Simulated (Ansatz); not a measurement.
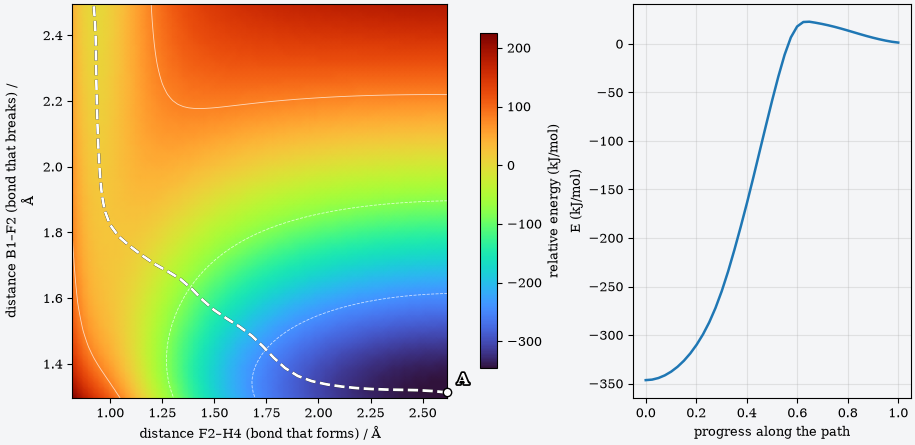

The reacting system BF₂H₂N (fragments BF₂H₂N where the first distance is long, BFHN + FH where the second is long). 
- Coordinates scanned: (1) distance F2–H4 (bond that forms); (2) distance B1–F2 (bond that breaks).
- Relaxed at each point: all other coordinates.
- Grid: 13 × 13 points.
- Points are written as (first, second).
- All energies are given in kJ/mol relative to a guessed transition structure relaxed with its forming and breaking bonds held.
- The reference is spin-restricted, so regions where a bond is pulled apart into radicals lie too high.
- These are results of RKS BHLYP-D4/def2-SVP in Ansatz 0.2.0, not measurements.

Drawn: a smooth colour map with a few white contour lines, a line along the lowest path, the energy along the path at the right, the start A. Between grid points the surface is interpolated.

> Describe the path and its barrier.

The easiest path runs from the side where the first distance is long, about (2.62 Å, 1.31 Å), to the side where the second distance is long, about (0.92 Å, 2.50 Å). Its highest point, at about (1.00 Å, 1.82 Å), lies about 370 kJ/mol above the start and 21 kJ/mol above the end on the interpolated surface. An end on the edge of the scan is no minimum, so the barrier from there is a lower bound.
